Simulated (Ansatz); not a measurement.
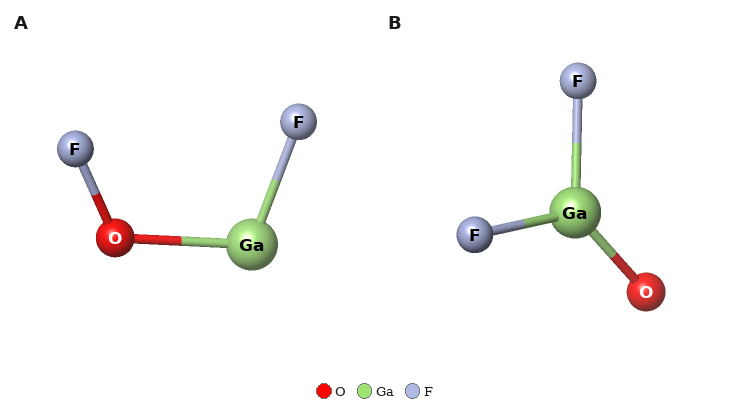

2 stationary structures of one formula. Charge −1, singlet. Geometries: PBE0-D4/def2-TZVPD. Electronic energies: RHF-CCSD(T) (frozen core)/def2-TZVPPD (Ansatz 0.2.0), without zero-point energy. No frequency run is at hand to confirm each as a minimum.

Which is lowest in energy, and by how much?

B is lowest (C2v); A lies 395.1 kJ/mol above it (Cs).
